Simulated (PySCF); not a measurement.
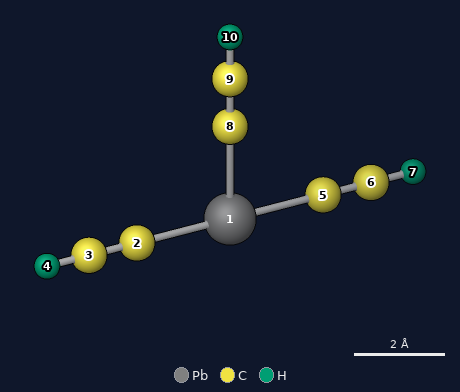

This is the input geometry for a relaxation of C₆H₃Pb (charge −1). Style: ball-and-stick. Shown at a tilt.

These are results of PySCF, RKS r2SCAN, Pb def2-SVP with ECP60, C def2-SVP, H def2-SVP; non-relativistic Hamiltonian with scalar-relativistic core potentials; density fitting, not measurements.

Input
```
mol = gto.M(atom='''
Pb    -0.26945    -0.00000     0.00000
C     -0.26945     0.00000     2.37150
C     -0.26945     0.00000     3.59150
H     -0.26945     0.00000     4.66150
C     -0.26945    -0.00000    -2.37150
C     -0.26945    -0.00000    -3.59150
H     -0.26945    -0.00000    -4.66150
C      2.10205    -0.00000     0.00000
C      3.32205    -0.00000     0.00000
H      4.39205    -0.00000     0.00000''',
    basis={'Pb': 'def2-SVP', 'C': 'def2-SVP', 'H': 'def2-SVP'},
    ecp={'Pb': 'def2-SVP'},
    charge=-1, spin=0)
mf = dft.RKS(mol, xc='R2SCAN')
mf.grids.atom_grid = (50, 194)  # f atoms: at least (60, 302), unpruned
mf = mf.density_fit()  # Pb def2-universal-JKFIT, C def2-universal-JKFIT, H def2-universal-JKFIT
mf.conv_tol = 1e-08; mf.max_cycle = 55
mf.kernel(dm0)
# quasi-Newton relaxation in Cartesian coordinates to a largest gradient under 0.00045 Eh/bohr, steps kept in the point group
```

Command:
```bash
OMP_NUM_THREADS=2 python run.py
```

Where does the relaxation end?

Answer. Over 19 geometry steps the energy falls by 0.640 eV. Largest force component: 2 eV/Å at the start, 0.0018 eV/Å at the end. The largest moves after the best rigid fit, 0.38 Å, are those of H4 and H7. By element the largest moves are H 0.38 Å, C 0.35 Å, Pb 0.12 Å. Near-neighbour distances that change, for instance: Pb1–C2 2.372 → 2.587 Å, Pb1–C8 2.372 → 2.292 Å, C2–C3 1.220 → 1.242 Å, C8–C9 1.220 → 1.230 Å. Bond angles that change, for instance: Pb1–C5–C6 180.0° → 159.5°, C2–Pb1–C5 180.0° → 172.8°, C2–Pb1–C8 90.0° → 86.4°.

History of the run:

| step | E − E(0), eV | largest force component, eV/Å |
| --- | --- | --- |
| 0 | 0.0000 | 1.9519 |
| 1 | -0.4205 | 1.6220 |
| 2 | -0.5952 | 0.8747 |
| 3 | -0.6233 | 0.2086 |
| 4 | -0.6257 | 0.1137 |
| 5 | -0.6263 | 0.0738 |
| 6 | -0.6272 | 0.0521 |
| 7 | -0.6287 | 0.0396 |
| 8 | -0.6293 | 0.0458 |
| 9 | -0.6303 | 0.0564 |
| 10 | -0.6317 | 0.0662 |
| 11 | -0.6339 | 0.0748 |
| 12 | -0.6361 | 0.0490 |
| 13 | -0.6378 | 0.0954 |
| 14 | -0.6381 | 0.2260 |
| 15 | -0.6394 | 0.0408 |
| 16 | -0.6393 | 0.0409 |
| 17 | -0.6394 | 0.0245 |
| 18 | -0.6396 | 0.0136 |
| 19 | -0.6398 | 0.0018 |

The structure at the end:

```xyz
10

Pb   -0.1474    0.0000    0.0000
C     0.0147    0.0000    2.5821
C    -0.3461    0.0000    3.7705
H    -0.6150    0.0000    4.8143
C     0.0147    0.0000   -2.5821
C    -0.3461    0.0000   -3.7705
H    -0.6150    0.0000   -4.8143
C     2.1446    0.0000    0.0000
C     3.3750    0.0000    0.0000
H     4.4505    0.0000    0.0000
```

After the run, drawn alike:

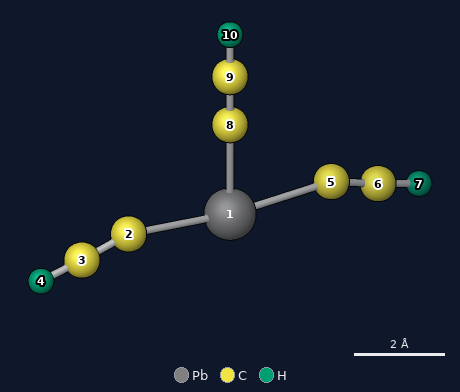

Limits of the set-up: the basis has no diffuse functions, which an anion needs.
